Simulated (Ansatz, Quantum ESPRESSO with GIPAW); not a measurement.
**LiH: NMR parameters from first principles**

Aim: the magnetic shielding of every site in LiH.

Method: DFT, PBE, plane-wave PAW (pslibrary 1.0.0 recipes), scalar-relativistic, GIPAW; a patched development version of the program, in Quantum ESPRESSO with GIPAW 8.0dev (patched build).

## Step 1: The starting structure

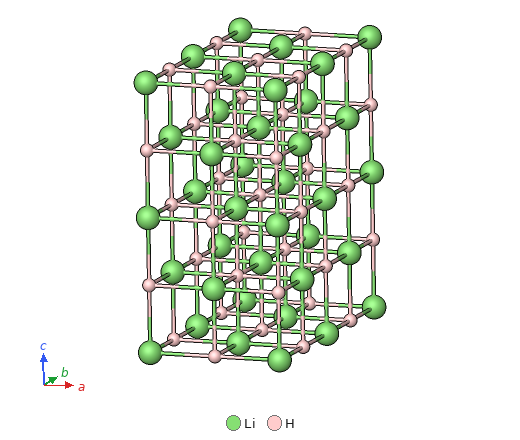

The cell as given, slightly off an axis (lithium green, hydrogen pink). 1×2×2 cells are drawn. This picture shows the conventional cell, with its axes. Some periodic images of atoms are drawn too.

The cell is an entry of the Crystallography Open Database; it need not be the form that is stable at ambient conditions.

A relaxation of the atoms beforehand (Quantum ESPRESSO with GIPAW) moved none by more than 0.003 Å.

## Step 2: Ground state

The shielding is a linear response of the occupied states, which this run provides. It is converged far beyond what an energy needs, since the response uses the wavefunctions themselves. No empty states are asked for: the response is solved without them. The mesh has a spacing of 0.30 Å⁻¹ at most. The PAW files were made with ld1.x from the pslibrary 1.0.0 recipes, with GIPAW reconstruction switched on.

scf.in

```
&control
  calculation = 'scf'
  prefix = 'x'
  outdir = './tmp/'
  pseudo_dir = './'
/
&system
  ibrav = 0
  nat = 2
  ntyp = 2
  ecutwfc = 55
  ecutrho = 330
  nbnd = 2
/
&electrons
  conv_thr = 1.0d-10
  mixing_beta = 0.7
  electron_maxstep = 100
/
ATOMIC_SPECIES
  Li 6.940 Li.pbe-sl-kjpaw_psl.1.0.0-gipaw.UPF
  H 1.008 H.pbe-kjpaw_psl.1.0.0-gipaw.UPF
CELL_PARAMETERS angstrom
  0.00000000 2.03675000 2.03675000
  2.03675000 0.00000000 2.03675000
  2.03675000 2.03675000 0.00000000
ATOMIC_POSITIONS crystal
  Li 0.00000000 0.00000000 0.00000000
  H 0.50000000 0.50000000 0.50000000
K_POINTS automatic
  9 9 9 0 0 0
```

Command:

```console
> mpirun -np 4 pw.x -nk 4 -in scf.in > scf.out
```

What it wrote:

```text
using ibrav=0 with symmetry is DISCOURAGED, use correct ibrav instead

     bravais-lattice index     =            0
     lattice parameter (alat)  =       5.4432  a.u.
     unit-cell volume          =     114.0354 (a.u.)^3
     number of atoms/cell      =            2
     number of atomic types    =            2
     number of electrons       =         4.00
     number of Kohn-Sham states=            2
     kinetic-energy cutoff     =      55.0000  Ry
     charge density cutoff     =     330.0000  Ry
     scf convergence threshold =      1.0E-10
     mixing beta               =       0.7000
     number of iterations used =            8  plain     mixing
     Exchange-correlation= SLA-PW-PBX-PBC
                           (   1   4   3   4   0   0   0)
[...]
Li                3.00     6.94000     Li( 1.00)
     H                 1.00     1.00800     H ( 1.00)

     48 Sym. Ops., with inversion, found
[...]
number of k points=    35
[...]
Dense  grid:    11575 G-vectors     FFT dimensions: (  32,  32,  32)

     Smooth grid:     6231 G-vectors     FFT dimensions: (  25,  25,  25)

     Initial potential from superposition of free atoms

     starting charge       3.9954, renormalised to       4.0000
     Starting wfcs are    6 randomized atomic wfcs

     Self-consistent Calculation

     iteration #  1     ecut=    55.00 Ry     beta= 0.70
     Davidson diagonalization with overlap
     ethr =  1.00E-02,  avg # of iterations =  1.7

     total energy              =     -16.25892372 Ry
     estimated scf accuracy    <       0.05952672 Ry

     iteration #  2     ecut=    55.00 Ry     beta= 0.70
     Davidson diagonalization with overlap
     ethr =  1.49E-03,  avg # of iterations =  2.3

     total energy              =     -16.26939716 Ry
     estimated scf accuracy    <       0.00013550 Ry

     iteration #  3     ecut=    55.00 Ry     beta= 0.70
     Davidson diagonalization with overlap
     ethr =  3.39E-06,  avg # of iterations =  8.3

     total energy              =     -16.27140508 Ry
     estimated scf accuracy    <       0.00019097 Ry

[...]
total energy              =     -16.27141795 Ry
[...]
iteration # 17     ecut=    55.00 Ry     beta= 0.70
     Davidson diagonalization with overlap
     ethr =  2.52E-12,  avg # of iterations =  2.5

     total energy              =     -16.27141795 Ry
     estimated scf accuracy    <          1.1E-10 Ry

     iteration # 18     ecut=    55.00 Ry     beta= 0.70
     Davidson diagonalization with overlap
     ethr =  2.52E-12,  avg # of iterations =  1.0

     End of self-consistent calculation
     [one-electron energies left out]

!    total energy              =     -16.27141795 Ry
     total all-electron energy =       -16.271421 Ry
     estimated scf accuracy    <          2.2E-11 Ry

     The total energy is the sum of the following terms:
     one-electron contribution =      -8.96935639 Ry
     hartree contribution      =       3.77518876 Ry
     xc contribution           =      -4.36064152 Ry
     ewald contribution        =      -6.80545381 Ry
     one-center paw contrib.   =       0.08884500 Ry

     convergence has been achieved in  18 iterations
[...]
JOB DONE.
```

Wall time 1.9 s (4 MPI ranks of Arm Neoverse V2, shared host); peak memory 0.19 GiB.

It converged in 18 cycles to an estimated accuracy of 2e-11 Ry, on 35 irreducible k-points.

## Step 3: Shieldings

A uniform field breaks periodicity, so gipaw.x applies it as a wave of small q and takes the limit. It solves for the first-order states, builds the induced current and gets the field at each nucleus by Biot–Savart; the PAW spheres add what the smooth waves miss near the nuclei. pawproj makes the reconstruction use the PAW data sets' own projectors.

nmr.in

```
&inputgipaw
  job = 'nmr'
  prefix = 'x'
  tmp_dir = './tmp/'
  restart_mode = 'from_scratch'
  verbosity = 'low'
  q_gipaw = 0.01
  spline_ps = .true.
  conv_threshold = 1.0d-14
  use_nmr_macroscopic_shape = .false.
  pawproj(1) = .true.
  pawproj(2) = .true.
/
```

Command:

```console
> mpirun -np 4 gipaw.x -in nmr.in > nmr.out
```

What it wrote:

```text
[banner, memory and clock lines left out]
[a note of our patched build left out]

     Parallelizing q-star over 1 images

     IMPORTANT: XC functional enforced from input :
     Exchange-correlation= PBE
                           (   1   4   3   4   0   0   0)
     Any further DFT definition will be discarded
     Please, verify this is what you really want

[...]
projs nearly linearly dependent: l=0  n1,n2= 1, 2  s=  0.99968852
[...]
alpha_pv=     88.5194 eV

     spline_ps is .false., expect some extrapolation errors

     q-space interpolation up to    66.00 Rydberg

     GIPAW job: nmr
     NMR macroscopic correction: no
[...]
Computing the magnetic susceptibility     isolve=0    ethr=  0.1000E-13
     Starting from scratch
     k-point #    1 of    35      pool #  1    cpu time:       0.2
[...]
End of magnetic susceptibility calculation

     f-sum rule (1st term):
            -2.8561          0.0000          0.0000
             0.0000         -2.8561          0.0000
             0.0000          0.0000         -2.8561

     f-sum rule (2nd term):
             0.0225          0.0000         -0.0000
            -0.0000          0.0225         -0.0000
            -0.0000         -0.0000          0.0225

     f-sum rule (should be    -2.8326):
            -2.8336          0.0000          0.0000
             0.0000         -2.8336          0.0000
             0.0000          0.0000         -2.8336

[... susceptibilities left out ...]
     Contributions to the NMR chemical shifts: -------------------------------

     Macroscopic shape contribution in ppm:                    0.00
             0.0000          0.0000          0.0000
             0.0000          0.0000          0.0000
             0.0000          0.0000          0.0000

     Core contribution in ppm:

     Atom  1  Li  pos: (  0.000000  0.000000  0.000000)  core sigma:           0.00
     Atom  2  H   pos: (  0.707107  0.707107  0.707107)  core sigma:           0.00

     Bare contribution in ppm:

     Atom  1  Li  pos: (  0.000000  0.000000  0.000000)  bare sigma:          16.55
[...]
Atom  2  H   pos: (  0.707107  0.707107  0.707107)  bare sigma:          21.88
[...]
Diamagnetic contribution in ppm:

     Atom  1  Li  pos: (  0.000000  0.000000  0.000000)  dia sigma:          70.45
[...]
Atom  2  H   pos: (  0.707107  0.707107  0.707107)  dia sigma:           0.98
[...]
Paramagnetic contribution in ppm:

     Atom  1  Li  pos: (  0.000000  0.000000  0.000000)  para sigma:          -1.82
[...]
Atom  2  H   pos: (  0.707107  0.707107  0.707107)  para sigma:           0.00
[...]
Paramagnetic US occ-occ contribution in ppm:

     Atom  1  Li  pos: (  0.000000  0.000000  0.000000)  para_oo sigma:          -0.00
[...]
Atom  2  H   pos: (  0.707107  0.707107  0.707107)  para_oo sigma:           0.00
[...]
Paramagnetic US L_R Q_R contribution in ppm:

     Atom  1  Li  pos: (  0.000000  0.000000  0.000000)  para_lq sigma:          -0.16
[...]
Atom  2  H   pos: (  0.707107  0.707107  0.707107)  para_lq sigma:           0.00
[...]
Total NMR chemical shifts in ppm: ---------------------------------------
     (adopting the Simpson convention for anisotropy and asymmetry)-----------

     Atom  1  Li  pos: (  0.000000  0.000000  0.000000)  Total sigma:          85.02
            85.0220          0.0000          0.0000
             0.0000         85.0220         -0.0000
             0.0000          0.0000         85.0220

     Li      1    anisotropy:      0.00    eta:    0.0000
[...]
Atom  2  H   pos: (  0.707107  0.707107  0.707107)  Total sigma:          22.85
            22.8543         -0.0000          0.0000
             0.0000         22.8543          0.0000
             0.0000          0.0000         22.8543

     H       2    anisotropy:      0.00    eta:    0.0000
[...]
```

It took 7.9 s on 4 MPI ranks; peak memory 0.19 GiB.

The f-sum rule is met to 0.0010 of 2.8 (0.04 %). Converged shieldings require that this miss be small, but a small miss does not prove them.

From the symmetric part of each tensor, with principal values σ11 ≤ σ22 ≤ σ33: σ_iso is their mean, the span is σ33 − σ11 and the skew 3(σ_iso − σ22)/span. (gipaw.x prints an anisotropy in another convention.)

| site | atom no. | atoms in cell | σ_iso (ppm) | span (ppm) | skew |
| --- | --- | --- | --- | --- | --- |
| Li | 1 | 1 | 85.02 | 0.00 | - |
| H | 2 | 1 | 22.85 | 0.00 | - |

The macroscopic shape term is switched off. For a spherical sample the valence susceptibility of this run would add about 4 ppm to every site, a rough estimate, since the susceptibility converges slowly and lacks part of the PAW terms. Differences within the crystal don't depend on it, but shieldings of different compounds can't be compared to better than a few ppm without it.

Li and H sit on cubic site symmetry, where the tensor must be isotropic.

How the isotropic values are made up (ppm). The core part is that of the free atom's core; bare is the current of the smooth valence states; the last two are what the PAW spheres add to the diamagnetic and the paramagnetic current:

| site | core | bare | reconstruction, dia | reconstruction, para |
| --- | --- | --- | --- | --- |
| Li | 0.0 | 16.6 | 70.5 | -2.0 |
| H | 0.0 | 21.9 | 1.0 | 0.0 |

## Step 4: From shieldings to shifts

A shielding is counted from the bare nucleus and a shift from a reference compound, with the opposite sign. Here the reference is a mean over several measured solids, with the slope held at one.

Reference lines, from the same functional and files: 7Li: δ = (88.06 − σ), zero at aqueous Li+, fitted to 5 measured values, from Li2O, Li2S, LiBr, LiCl and LiF, with a scatter of 1.1 ppm r.m.s., with σ taken with the shape term of a sphere (3.8 ppm here). Kinds of site that fitted badly were split off after the misses were seen, so the scatter is that of the points kept.

Covalently bonded atoms count as neighbours within 1.18 times the sum of their radii. Otherwise a cation's neighbours lie within 1.2 times its shortest bond (1.3 for large cations, each anion's radius taken off where they differ), and an anion's are the cations that count it.

| site | atom no. | atoms in cell | surroundings | bonds (Å) | δ_iso (ppm) |
| --- | --- | --- | --- | --- | --- |
| Li | 1 | 1 | LiH6 | 2.037 | -0.78 |
| H | 2 | 1 | bound to Li6 | 2.037 | - |

## Step 5: Other settings and structures

Each row names what was changed: another mesh tests the sampling of the zone; another cutoff tests the basis; another functional shows how far the paramagnetic term hangs on the exchange-correlation form.

Changes of σ_iso (ppm) against the run above (PBE, cutoffs 55 and 330 Ry, mesh 9×9×9, 38 s). Times are CPU times of pw.x and gipaw.x together, on 4 MPI ranks of Arm Neoverse V2, shared host; on a shared host they are rough. A run is marked as doubtful where the f-sum miss passes 0.015 electrons, or that much for each three atoms in larger cells (with Tl, Pb, Hg, Bi or Sn a third of that, or a mesh spacing over 0.26 Å⁻¹), or where the susceptibility is unphysically large.

| run | CPU time | f-sum miss | Li | H |
| --- | --- | --- | --- | --- |
| mesh 12×12×12 | 69 s | 1.0e-4 | +0.00 | -0.01 |
| cutoffs 40 and 330 Ry (coarse on purpose) | 33 s | 0.0016 | +0.05 | -0.09 |
| mesh 6×6×6 (marked) | 20 s | 0.018 | -0.19 | +0.15 |
| Wu-Cohen | 35 s | 0.0014 | -0.18 | -0.44 |
| cutoffs 70 and 420 Ry | 51 s | 0.0011 | -0.02 | +0.02 |

The largest move is -0.44 ppm, on H, from Wu-Cohen.

## Step 6: What goes wrong with a poor setting

For contrast, the same job on a spoilt input.

scf.in: that of step 2 with these lines changed.

```diff
@@ -10,4 +10,4 @@
   ntyp = 2
-  ecutwfc = 55
-  ecutrho = 330
+  ecutwfc = 25
+  ecutrho = 300
   nbnd = 2
```

Command:

```console
> mpirun -np 4 pw.x -nk 4 -in scf.in > scf.out
```

This SCF reached its threshold; then the response:

nmr.in is that of step 3.

Command:

```console
> mpirun -np 4 gipaw.x -in nmr.in > nmr.out
```

What it wrote:

```text
[banner, memory and clock lines left out]
[a note of our patched build left out]

     Parallelizing q-star over 1 images

     IMPORTANT: XC functional enforced from input :
     Exchange-correlation= PBE
                           (   1   4   3   4   0   0   0)
     Any further DFT definition will be discarded
     Please, verify this is what you really want

[...]
projs nearly linearly dependent: l=0  n1,n2= 1, 2  s=  0.99968852
[...]
alpha_pv=     89.3005 eV

     spline_ps is .false., expect some extrapolation errors

     q-space interpolation up to    30.00 Rydberg

     GIPAW job: nmr
     NMR macroscopic correction: no
[...]
Computing the magnetic susceptibility     isolve=0    ethr=  0.1000E-13
     Starting from scratch
     k-point #    1 of    35      pool #  1    cpu time:       0.2
[...]
End of magnetic susceptibility calculation

     f-sum rule (1st term):
            -2.8132         -0.0000          0.0000
             0.0000         -2.8132          0.0000
[...]
Paramagnetic contribution in ppm:

     Atom  1  Li  pos: (  0.000000  0.000000  0.000000)  para sigma:          -1.66
[...]
Atom  2  H   pos: (  0.707107  0.707107  0.707107)  para sigma:           0.00
[...]
Paramagnetic US occ-occ contribution in ppm:

     Atom  1  Li  pos: (  0.000000  0.000000  0.000000)  para_oo sigma:          -0.00
[...]
Atom  2  H   pos: (  0.707107  0.707107  0.707107)  para_oo sigma:           0.00
[...]
Paramagnetic US L_R Q_R contribution in ppm:

     Atom  1  Li  pos: (  0.000000  0.000000  0.000000)  para_lq sigma:          -0.15
[...]
Atom  2  H   pos: (  0.707107  0.707107  0.707107)  para_lq sigma:           0.00
[...]
Total NMR chemical shifts in ppm: ---------------------------------------
     (adopting the Simpson convention for anisotropy and asymmetry)-----------

     Atom  1  Li  pos: (  0.000000  0.000000  0.000000)  Total sigma:          83.84
[...]
Li      1    anisotropy:      0.00    eta:    0.0000
[...]
Atom  2  H   pos: (  0.707107  0.707107  0.707107)  Total sigma:          22.98
[...]
H       2    anisotropy:     -0.00    eta:    0.0000
[...]
```

The job ended after 4.7 s (4 MPI ranks; peak memory 0.19 GiB; 19 s of CPU time).

The run ends without an error, but the fault (a cutoff far too low) moves σ_iso of Li by -1.2 ppm (both without the shape term); the f-sum rule is missed by 0.0043 electrons. Its numbers are not to be used. The PAW projectors and the first-order states are not held by so few waves.

## Step 7: Outcome

| Property | Result |
| --- | --- |
| 7Li shift | -0.78 ppm |
| 1H shielding without shape term | 22.85 ppm |

7Li has one site (LiH6), with isotropic shift -0.78 ppm. Going to mesh 12×12×12 changes no isotropic shielding by more than 0.008 ppm, so the main run is converged in that respect. Going to cutoffs 70 and 420 Ry changes no isotropic shielding by more than 0.02 ppm, so the main run is converged in that respect. The largest change with the functional is 0.4 ppm in absolute shielding; part of that drops out once each functional has its own reference line. Hydrogen's values are less sure: the bulk susceptibility matters on its narrow scale, and it is treated as a fixed classical nucleus at 0 K. This build of gipaw.x prints that it is not audited and that its numbers are no references by themselves. It also reports spline_ps as false although the input sets it; why was not traced. pw.x warned of eigenvalues not converged in some cycles of 2 ground-state runs, which then met the threshold. 1 further run of this session failed or came with warnings and is not shown (1 ended with a warning from the program).

[Banner, clock, file and message-heading lines were taken out of the pw.x and gipaw.x logs.]

[Logs are printed without paths, hosts, clocks, repeated set-up lines and the standing remarks that a program may print on its own settings, such as how far it seeks lower states.]

[Hosts, paths, dates, database ids (printed as entryN), source tags and the programs' standing remarks are cut or masked in the printed files.]

[Where no reference line passes its bar on scatter, no shift is given, so a measured shift of this compound may stand uncompared.]
